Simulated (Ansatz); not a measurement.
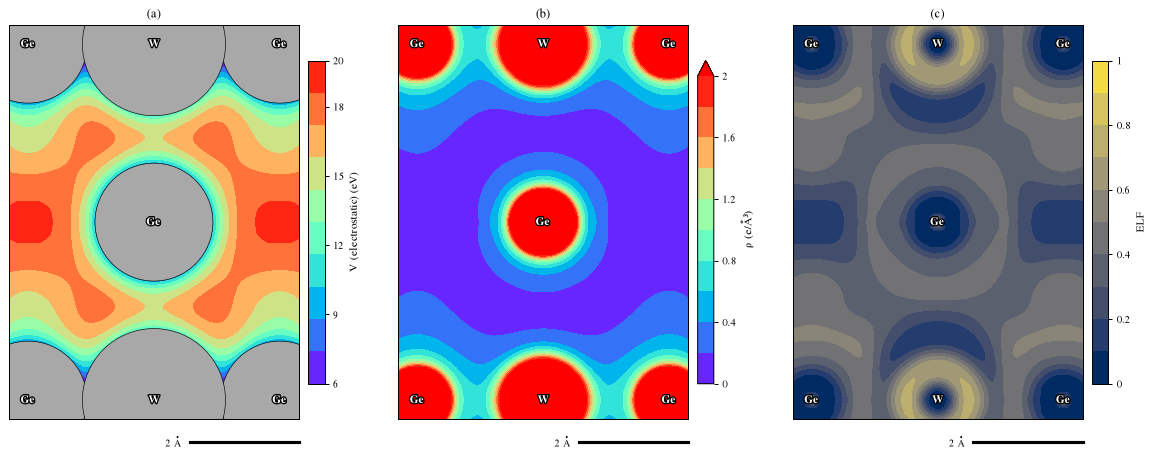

Figure 1: Ge$_{2}$W$_{3}$. (a) electrostatic potential energy of an electron; (b) valence charge density (pseudo); (c) ELF on the (110) plane of the conventional cell. Grey discs cover the atomic cores in the potential map.

Space group Pm-3m; a structure generated by program, which may or may not match a known phase.

These are results of DFT PBE, scalar-relativistic, plane waves, PAW (Ansatz 0.2.0), not measurements.

Input file:

```
crystal:
  lattice:
    - [4.6121056056, 0.0, 0.0]
    - [0.0, 4.6121056056, 0.0]
    - [0.0, 0.0, 4.6121056056]
  atoms:
    - { symbol: Ge, position: [0.5, 0.5, 0.5] }
    - { symbol: Ge, position: [0.0, 0.0, 0.0] }
    - { symbol: W, position: [0.0, 0.5, 0.5] }
    - { symbol: W, position: [0.5, 0.0, 0.5] }
    - { symbol: W, position: [0.5, 0.5, 0.0] }
basis:
  ecutwfc: 420
kpoints:
  mp_grid: { grid: [8, 8, 8] }
hamiltonian:
  xc: pbe
scf:
  occupations: { method: gaussian, width: 0.1 }
output:
  forces: true
  stress: true
  eigenvalues: true
  write_density: true
  write_potential: true
  elf: true
  volumetric_format: npy
relax:
  adjacent_minimum: "off"
  f_tol: 0.01
  max_steps: 80
  cell: { stress_tol: 0.05 }
```

Command:

```sh
ansatz run input.yaml --threads 1 --pin off --max-ram 2560MiB --backend cpu --events-out ev --progress --plain --runs-dir out
```

Below, planes, directions and counts refer to the conventional cell (a = 4.61 Å, b = 4.61 Å, c = 4.61 Å, α = 90.00°, β = 90.00°, γ = 90.00°).

### Read the bonding off the picture.

The section cuts through Ge and W sites. Ge–W (2.31 Å): ρ at the midpoint is about 0.66 e/Å³; the ELF is about 0.35 at the midpoint. Between the atoms the lowest density in this plane is 0.06 e/Å³. The features right at W lie inside the PAW spheres, where the map follows smoothed inner orbitals and isn't to be read closely. Outside the cores the potential energy rises away from the atoms and is highest about 2.3 Å from the nearest atoms; its zero is arbitrary.
